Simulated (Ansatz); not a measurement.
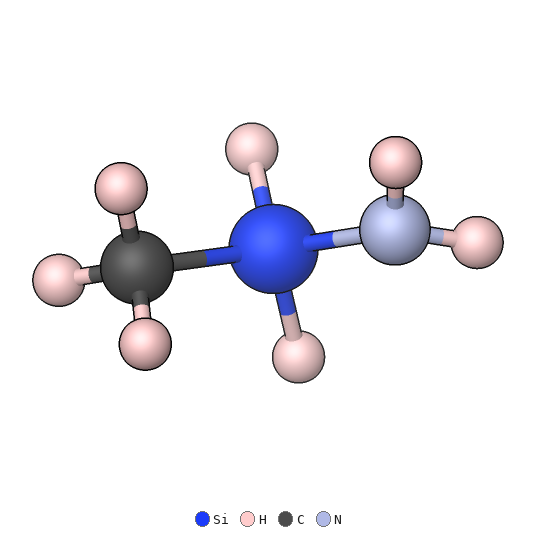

Rendered structure (ball-and-stick style). Every bond is drawn as one stick, whatever its order.

Computed geometry: PBE0-D4/def2-TZVP optimisation.

Give the formula.

Answer. CH7NSi, 10 atoms: 1 carbon, 7 hydrogen, 1 nitrogen and 1 silicon.

How many atoms are distinct by symmetry?

Answer. 10: 1 Si, 1 H, 1 H, 1 C, 1 N, 1 H, 1 H, 1 H, 1 H, 1 H.

Which point group does it belong to?

Answer. C1.

How many bonds of each kind are drawn?

Answer. 3 C–H, 2 Si–H, 2 N–H, 1 N–Si, 1 C–Si. Sticks follow a distance rule.

The parts below concern this one geometry. Atoms keep their numbers from picture to picture.

Dipole moment

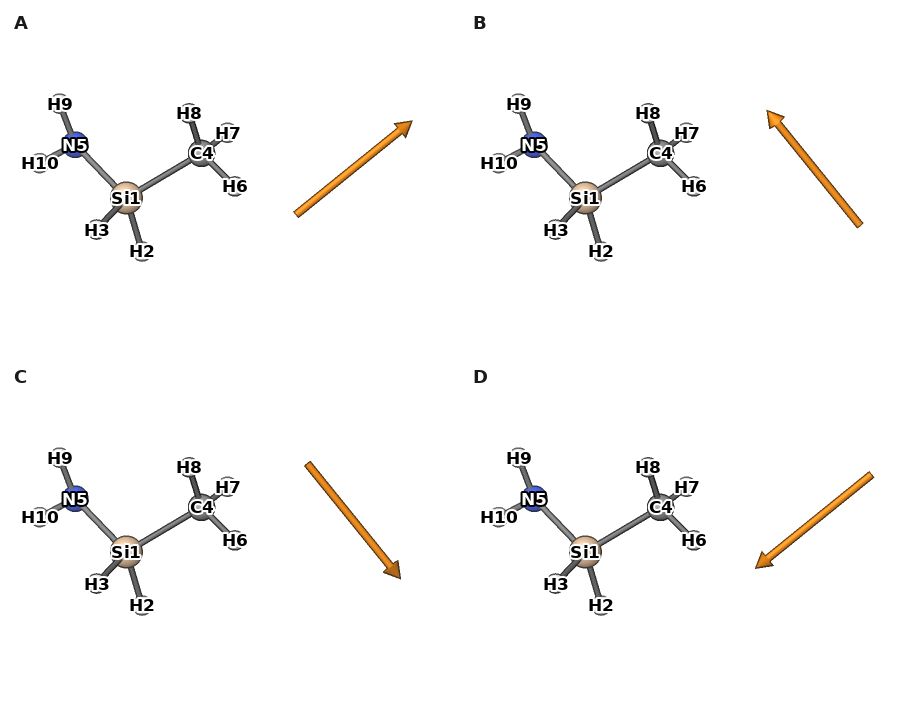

The same molecule four times, each with an arrow. Level of theory: RKS PBE0-D4/def2-TZVP (Ansatz 0.2.0).

Which arrow points along the dipole moment, from the negative to the positive end?

Answer. B. The dipole moment is 1.05 D; it points from the side of H2, H6 to the side of H9 (the outermost atoms at the two ends).

Thermal motion

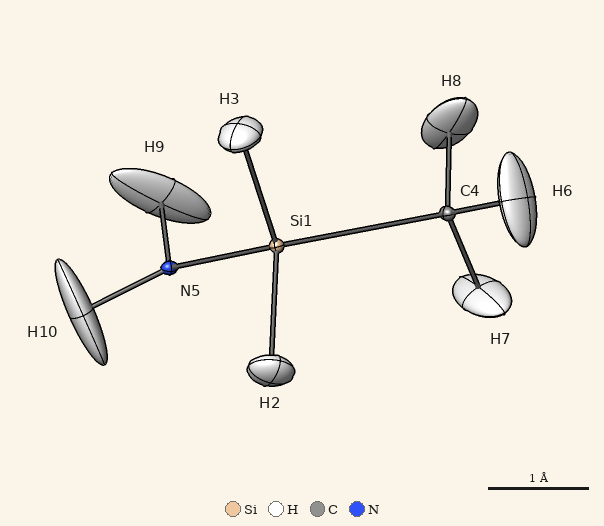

Displacement ellipsoids at the 50 % level, from the internal vibrations of the free molecule (harmonic, no overall translation or rotation; no half-axis is drawn under 0.075 Å). Vibrations computed with RKS PBE0-D4/def2-TZVP (Ansatz 0.2.0). Temperature: 298 K.

List U_eq and the three principal root-mean-square amplitudes for each kind of atom.

| atom | U_eq (Å²) | rms amplitudes (Å) |
| --- | --- | --- |
| Si1 | 0.00080 | 0.018, 0.023, 0.039 |
| H2 | 0.0184 | 0.091, 0.149, 0.157 |
| H3 | 0.0182 | 0.090, 0.146, 0.159 |
| C4 | 0.0018 | 0.025, 0.034, 0.060 |
| N5 | 0.0019 | 0.030, 0.038, 0.057 |
| H6 | 0.0434 | 0.089, 0.159, 0.312 |
| H7 | 0.0394 | 0.074, 0.152, 0.299 |
| H8 | 0.0423 | 0.078, 0.157, 0.310 |
| H9 | 0.0621 | 0.072, 0.161, 0.394 |
| H10 | 0.0584 | 0.082, 0.157, 0.379 |

Electronic properties

Level of theory: RKS BHLYP-D4/def2-TZVPP (Ansatz 0.2.0).

Give the dispersion correction at this level.

Answer. −17.5 kJ/mol.
